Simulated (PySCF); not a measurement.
## BNH$_{3}$OF: geometry relaxation (part 3 of 3)

BNH$_{3}$OF; HF/6-31G*, RHF (PySCF 2.14.0). The geometry comes from this level: embedded from SMILES, force field.

Geometry of the input (Å):
```
N  1.1261  0.0530  -0.3525
B  -0.3605  0.3621  -0.2455
O  -1.3358  -0.7229  -0.1626
F  -0.8115  1.7347  -0.2451
H  1.5807  0.4506  0.4996
H  1.2394  -0.9844  -0.3016
H  -1.4385  -0.8931  0.8077
```

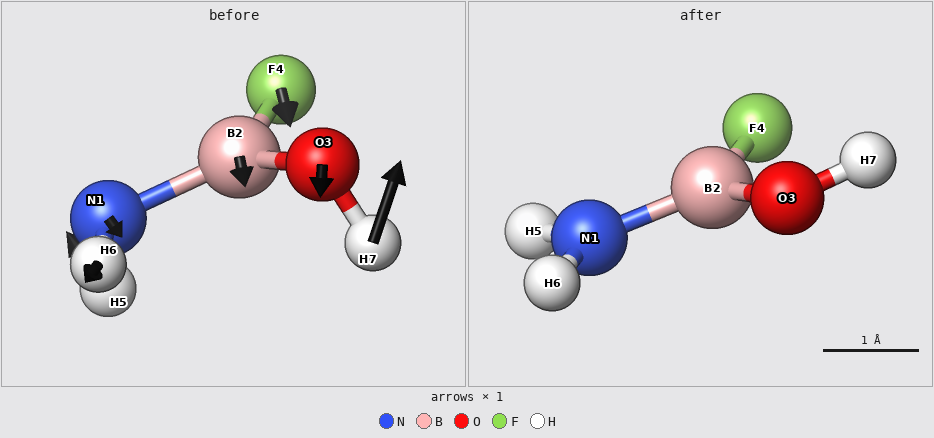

*Before (left) and after (right) the relaxation, at one scale (ball-and-stick view, seen at a tilt). The black arrows give the displacements, at true length.*

Over 17 geometry steps the energy falls by 1.641 eV. Largest force component: 4.3 eV/Å at the start, 0.0018 eV/Å at the end. H7 moves most after the best rigid fit: 0.92 Å. By element the largest moves are H 0.92 Å, F 0.44 Å, O 0.35 Å, B 0.33 Å, N 0.25 Å. Among the contacts that change: N1–B2 1.522 → 1.398 Å, B2–F4 1.445 → 1.336 Å, B2–O3 1.461 → 1.356 Å, N1–H5 1.045 → 0.994 Å. Among the angles that change: B2–N1–H5 106.9° → 122.6°, B2–N1–H6 107.7° → 122.3°, B2–O3–H7 104.6° → 112.8°. (Atoms are counted from 1 in the order of the input.)

```
Step   17 : Displace = 4.818e-04/6.454e-04 (rms/max) Trust = 3.000e-01 (=) Grad = 2.326e-05/3.520e-05 (rms/max) E (change) = -255.3452998067 (-1.206e-07) Quality = 0.984
Hessian Eigenvalues: 8.90266e-03 1.27879e-02 1.85030e-02 ... 4.94643e-01 5.48422e-01 6.57173e-01
Converged! =D

converged: True
N           1.07946445       -0.02259063       -0.11525959
B          -0.29410607        0.19308423        0.03149371
O          -1.16540889       -0.84188272        0.12367159
F          -0.76314248        1.44317294        0.08242164
H           1.73431382        0.72161971       -0.18438974
H           1.47206077       -0.93461072       -0.15750623
H          -2.06318161       -0.55879281        0.21956863
converged SCF energy = -255.3452998067
E(HF) = -255.345299807
```

## Trajectory as extended XYZ (Å, eV, eV/Å), 18 frames, from step=0 to step=17
```
7
Properties=species:S:1:pos:R:3:forces:R:3 step=0 energy=-6946.65848
N     1.1261    0.0530   -0.3525   -2.5431  -0.4947   2.3686
B    -0.3605    0.3621   -0.2455   -0.4836   0.6967  -0.5478
O    -1.3358   -0.7229   -0.1626    2.0050   2.6058   1.8654
F    -0.8115    1.7347   -0.2451    1.4448  -4.3470   0.1584
H     1.5807    0.4506    0.4996   -0.2489  -0.3691  -1.7287
H     1.2394   -0.9844   -0.3016   -0.0843   1.8254  -0.1463
H    -1.4385   -0.8931    0.8077   -0.0899   0.0829  -1.9696
7
Properties=species:S:1:pos:R:3:forces:R:3 step=1 energy=-6947.48811
N     1.0757    0.0678   -0.3262   -0.7652  -1.1300   1.0292
B    -0.3366    0.2880   -0.2177   -0.4956   1.1189  -0.4355
O    -1.3444   -0.6536   -0.1537    0.8537   0.0424   0.3408
F    -0.7294    1.5666   -0.1997    0.1550  -0.2823   0.2018
H     1.5846    0.5040    0.4256    0.1564   0.3199  -0.6425
H     1.2618   -0.9178   -0.2919    0.3262   0.1077  -0.1391
H    -1.5116   -0.8550    0.7636   -0.2305  -0.1766  -0.3547
7
Properties=species:S:1:pos:R:3:forces:R:3 step=2 energy=-6947.69044
N     0.9998    0.0117   -0.2635    0.4030   0.1633   0.6334
B    -0.3584    0.3629   -0.1855    0.7671  -0.8780  -0.2023
O    -1.2579   -0.6436   -0.1745   -1.1253  -0.3992  -0.4253
F    -0.7294    1.6113   -0.1626   -0.2840   1.0481   0.1365
H     1.6483    0.5498    0.2576    0.4789   0.5275  -0.3319
H     1.1990   -0.9540   -0.1546    0.0029  -0.2742  -0.1327
H    -1.5013   -0.9381    0.6831   -0.2427  -0.1875   0.3223
7
Properties=species:S:1:pos:R:3:forces:R:3 step=3 energy=-6947.88450
N     1.0150   -0.0028   -0.1890   -0.2395  -0.2294   0.4587
B    -0.3554    0.3258   -0.1139    0.6778  -0.7870  -0.2286
O    -1.3244   -0.6326   -0.1865    0.0769  -0.1553  -0.3813
F    -0.6936    1.5887   -0.0708   -0.2899   0.9982   0.1040
H     1.7496    0.6384   -0.0152    0.0010   0.4446  -0.1066
H     1.3089   -0.9355   -0.0232   -0.0688  -0.2881  -0.2161
H    -1.6999   -0.9821    0.5986   -0.1576   0.0169   0.3700
7
Properties=species:S:1:pos:R:3:forces:R:3 step=4 energy=-6947.93876
N     1.0207   -0.0113   -0.1601    0.1570  -0.1454   0.3098
B    -0.3424    0.3035   -0.1139   -0.1619   0.1966   0.0426
O    -1.3187   -0.6542   -0.1922    0.1966  -0.2089  -0.0679
F    -0.6925    1.5909   -0.0434    0.0460  -0.1678   0.0067
H     1.7403    0.6695   -0.0469   -0.1528   0.0132  -0.0937
H     1.3371   -0.9491   -0.0421   -0.0650   0.0707  -0.2001
H    -1.7444   -0.9493    0.5984   -0.0199   0.2416   0.0025
7
Properties=species:S:1:pos:R:3:forces:R:3 step=5 energy=-6948.01030
N     1.0361   -0.0212   -0.0990    0.4024  -0.0114   0.0160
B    -0.3237    0.2630   -0.0783   -0.7187   0.6751  -0.0665
O    -1.2858   -0.7069   -0.1811    0.3240  -0.2869   0.2691
F    -0.7006    1.5584   -0.0028    0.1955  -0.6610   0.0783
H     1.7249    0.7003   -0.1104   -0.0813  -0.1428   0.0083
H     1.3968   -0.9499   -0.0989   -0.0766   0.1127  -0.0824
H    -1.8477   -0.8438    0.5706   -0.0453   0.3143  -0.2227
7
Properties=species:S:1:pos:R:3:forces:R:3 step=6 energy=-6947.86297
N     1.1007   -0.0277    0.1635    2.4736   0.0462  -1.7027
B    -0.2548    0.1619    0.0852   -2.8878   1.0791   0.0223
O    -1.1611   -0.8624    0.0465   -0.0704   1.0431   0.4858
F    -0.7190    1.4658    0.0579    0.4307  -1.7870   0.1001
H     1.5697    0.6488   -0.4022    0.1856   0.9826   0.7011
H     1.4942   -0.8534   -0.2257   -0.4399  -1.0424   0.7103
H    -2.0298   -0.5330    0.2748    0.3082  -0.3216  -0.3169
7
Properties=species:S:1:pos:R:3:forces:R:3 step=7 energy=-6948.15961
N     1.0902   -0.0581   -0.0461   -0.1231   0.5370  -0.1819
B    -0.2857    0.1592    0.0085   -0.7378   0.8192  -0.2305
O    -1.2165   -0.8358   -0.0455   -0.0009   0.5165   0.6958
F    -0.7285    1.4569    0.0935    0.4496  -1.3261   0.1105
H     1.6467    0.7661   -0.1745    0.2662  -0.6322   0.0220
H     1.5061   -0.9472   -0.2289    0.0258   0.3365   0.0633
H    -2.0122   -0.5410    0.3929    0.1203  -0.2509  -0.4792
7
Properties=species:S:1:pos:R:3:forces:R:3 step=8 energy=-6948.20913
N     1.0805   -0.0419   -0.0459    0.4348   0.2099  -0.2577
B    -0.2876    0.1756    0.0010   -0.9849   0.7638  -0.0011
O    -1.2124   -0.8187   -0.0398    0.0568  -0.0708   0.4491
F    -0.7291    1.4570    0.0888    0.2776  -0.7312   0.0671
H     1.6766    0.7413   -0.2031    0.1368  -0.1885   0.0753
H     1.4994   -0.9315   -0.1899   -0.0401  -0.0112   0.0280
H    -2.0275   -0.5820    0.3889    0.1192   0.0280  -0.3606
7
Properties=species:S:1:pos:R:3:forces:R:3 step=9 energy=-6948.27430
N     1.0839   -0.0342   -0.0431    0.2919   0.1251  -0.1826
B    -0.2893    0.1786    0.0323   -0.3964   0.3104  -0.0610
O    -1.1832   -0.8359    0.0600   -0.0120  -0.1891   0.1804
F    -0.7487    1.4385    0.0759    0.0796  -0.1351   0.0887
H     1.7005    0.7254   -0.2089    0.0982   0.1066   0.0396
H     1.4932   -0.9219   -0.2033   -0.0375  -0.2359   0.0617
H    -2.0564   -0.5506    0.2871   -0.0239   0.0180  -0.1268
7
Properties=species:S:1:pos:R:3:forces:R:3 step=10 energy=-6948.29129
N     1.0867   -0.0257   -0.0454    0.1264   0.0486  -0.1913
B    -0.2909    0.1909    0.0469   -0.0630  -0.0436   0.1019
O    -1.1646   -0.8408    0.1369   -0.0105  -0.0392  -0.0365
F    -0.7589    1.4410    0.0721   -0.0168   0.0472  -0.0194
H     1.7166    0.7206   -0.2297    0.0278   0.0306   0.0597
H     1.4752   -0.9298   -0.1833   -0.0406  -0.0502   0.0677
H    -2.0642   -0.5562    0.2025   -0.0234   0.0066   0.0179
7
Properties=species:S:1:pos:R:3:forces:R:3 step=11 energy=-6948.29337
N     1.0875   -0.0225   -0.0508   -0.0008   0.0262  -0.1430
B    -0.2915    0.1943    0.0469   -0.0105  -0.0468   0.0272
O    -1.1631   -0.8413    0.1304    0.0148   0.0066  -0.0035
F    -0.7608    1.4443    0.0708   -0.0169   0.0148   0.0055
H     1.7242    0.7199   -0.2276    0.0164   0.0144   0.0533
H     1.4677   -0.9319   -0.1774    0.0009  -0.0297   0.0545
H    -2.0639   -0.5627    0.2079   -0.0039   0.0145   0.0061
7
Properties=species:S:1:pos:R:3:forces:R:3 step=12 energy=-6948.29566
N     1.0869   -0.0192   -0.0653   -0.1128  -0.0459  -0.0996
B    -0.2925    0.1958    0.0398    0.0405   0.0101   0.0334
O    -1.1617   -0.8424    0.1209    0.0056   0.0252   0.0067
F    -0.7645    1.4451    0.0741   -0.0121  -0.0084   0.0006
H     1.7336    0.7199   -0.2170    0.0138  -0.0007   0.0353
H     1.4593   -0.9350   -0.1692    0.0543   0.0167   0.0320
H    -2.0612   -0.5642    0.2167    0.0107   0.0031  -0.0084
7
Properties=species:S:1:pos:R:3:forces:R:3 step=13 energy=-6948.29745
N     1.0846   -0.0180   -0.0818   -0.0858  -0.0758  -0.0527
B    -0.2927    0.1964    0.0381    0.0104   0.0429  -0.0128
O    -1.1612   -0.8425    0.1181   -0.0016   0.0249   0.0232
F    -0.7677    1.4451    0.0774    0.0077  -0.0237   0.0078
H     1.7391    0.7186   -0.2094   -0.0003   0.0039   0.0287
H     1.4580   -0.9362   -0.1599    0.0542   0.0319   0.0145
H    -2.0601   -0.5634    0.2175    0.0155  -0.0041  -0.0087
7
Properties=species:S:1:pos:R:3:forces:R:3 step=14 energy=-6948.29909
N     1.0814   -0.0194   -0.1049   -0.0388  -0.0603  -0.0179
B    -0.2936    0.1946    0.0317   -0.0250   0.0316   0.0111
O    -1.1638   -0.8429    0.1182    0.0185   0.0314   0.0073
F    -0.7681    1.4432    0.0819    0.0179  -0.0180  -0.0040
H     1.7406    0.7185   -0.1922   -0.0086   0.0224   0.0107
H     1.4641   -0.9352   -0.1555    0.0302   0.0035  -0.0001
H    -2.0608   -0.5590    0.2208    0.0058  -0.0105  -0.0072
7
Properties=species:S:1:pos:R:3:forces:R:3 step=15 energy=-6948.29952
N     1.0796   -0.0215   -0.1145    0.0200  -0.0289   0.0001
B    -0.2938    0.1933    0.0318   -0.0258   0.0140  -0.0068
O    -1.1648   -0.8422    0.1223    0.0003   0.0062   0.0052
F    -0.7655    1.4426    0.0828    0.0101   0.0010   0.0011
H     1.7369    0.7203   -0.1856   -0.0100   0.0069   0.0030
H     1.4697   -0.9348   -0.1558    0.0023   0.0087  -0.0017
H    -2.0621   -0.5577    0.2190    0.0032  -0.0079  -0.0010
7
Properties=species:S:1:pos:R:3:forces:R:3 step=16 energy=-6948.29958
N     1.0795   -0.0225   -0.1158   -0.0023  -0.0002   0.0012
B    -0.2941    0.1930    0.0312   -0.0041  -0.0007   0.0026
O    -1.1654   -0.8420    0.1235    0.0042   0.0031  -0.0013
F    -0.7637    1.4430    0.0827    0.0036  -0.0008  -0.0014
H     1.7347    0.7213   -0.1839    0.0000   0.0030  -0.0006
H     1.4720   -0.9346   -0.1572    0.0006  -0.0028  -0.0009
H    -2.0630   -0.5583    0.2196   -0.0020  -0.0016   0.0002
7
Properties=species:S:1:pos:R:3:forces:R:3 step=17 energy=-6948.29958
N     1.0795   -0.0226   -0.1153    0.0018   0.0000   0.0002
B    -0.2941    0.1931    0.0315   -0.0009  -0.0011  -0.0003
O    -1.1654   -0.8419    0.1237   -0.0002   0.0001   0.0001
F    -0.7631    1.4432    0.0824   -0.0002   0.0012   0.0001
H     1.7343    0.7216   -0.1844   -0.0004  -0.0011   0.0000
H     1.4721   -0.9346   -0.1575   -0.0003   0.0012  -0.0001
H    -2.0632   -0.5588    0.2196    0.0003  -0.0002   0.0000
```

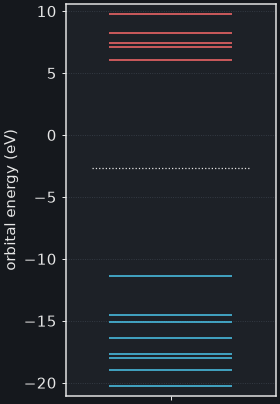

*Orbital energies near the frontier; the dotted line parts filled from empty levels, and levels within 0.02 eV of each other stand side by side.*

Highest filled −11.38 eV, lowest empty 6.09 eV, 17.47 eV apart.

## Results in brief

```json
{"quantity": "outcome", "value": "converged"}
{"quantity": "total energy", "value": "−255.345300 hartree"}
{"quantity": "basis functions", "value": "66"}
{"quantity": "HOMO", "value": "−11.38 eV"}
{"quantity": "LUMO", "value": "6.09 eV"}
{"quantity": "dipole moment", "value": "0.62 D"}
{"quantity": "wall time", "value": "40 s"}
{"quantity": "peak memory", "value": "0.2 GiB"}
```
